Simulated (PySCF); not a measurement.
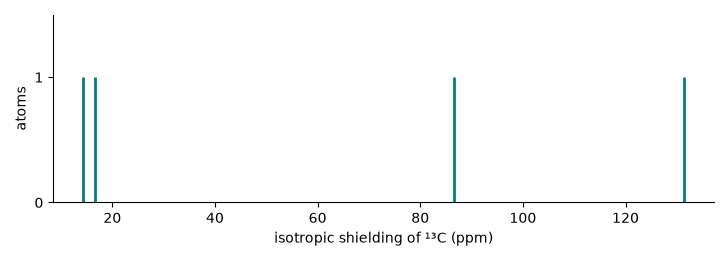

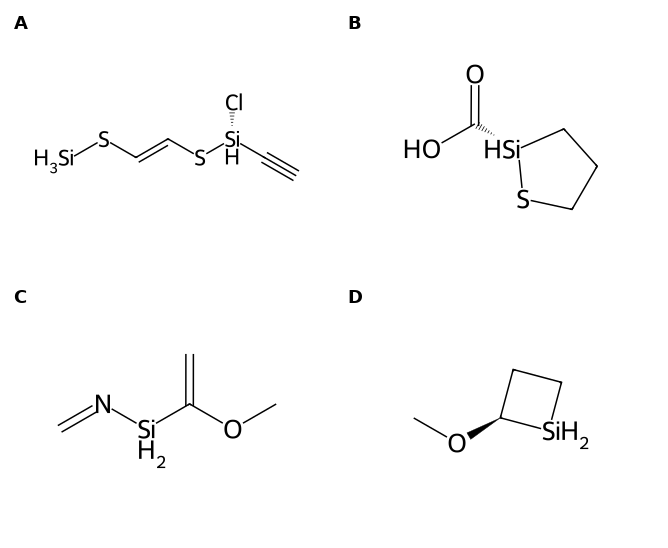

The sticks are computed shieldings of one of the molecules, for one fixed geometry (GFN2-xTB) without averaging over rotations. Low shielding means a high chemical shift. Method: GIAO PBE0/pcSseg-1 NMR shielding, non-relativistic, gas phase (PySCF 2.14.0).

### Which molecule gives this pattern?

C, `C=N[SiH2]C(=C)OC`. Its 4 C atoms give lines at 14.3, 16.5, 86.5, 131.4 ppm.

The geometry is semi-empirical. Around Si such bond lengths and angles can be off by a tenth of an ångström or more and by several degrees, and values that hang on the shape move with them.
